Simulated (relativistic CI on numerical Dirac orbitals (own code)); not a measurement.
```
atom Cr  Z=24  charge=5  electrons=19
nucleus A=52  rms_radius_fm=3.6452
hamiltonian dirac-coulomb  breit=on  qed=on  c_scale=1
orbitals kli  potential=per-configuration
slater_scale 0.9
correlation none
mixing on
configurations
  [Ar] 3d
  [Ne] 3s2 3p5 3d2
end
absorption M2,3 T=300 lorentz=0.8 gauss=0.3
crystal_field Td 10Dq=-19000
```

Multiplet model: relativistic Dirac–Coulomb–Breit theory, one configuration a step, Slater integrals scaled by 0.9, 300 K, Voigt broadening (Lorentzian 0.8 eV, Gaussian 0.3 eV full widths), computed with a radial Dirac CI code.

The M₂,₃ X-ray absorption spectrum that results, with the strongest transitions as sticks:

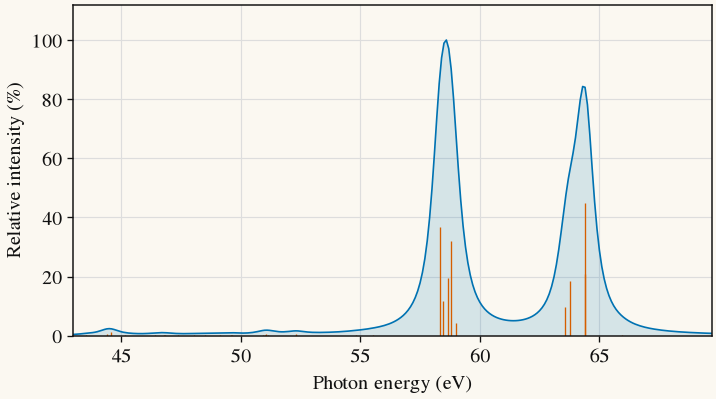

The main maxima lie at 58.6 eV (100) and 64.3 eV (84), heights in % of the largest; the centroid is at 60.8 eV. The ground state has S = 0.50.

Known limits: free-ion energies, so absolute edge positions are off by a few eV from solids; core and valence shell share one n, so the strongest features autoionise and are far broader and can lie several eV off in experiment.
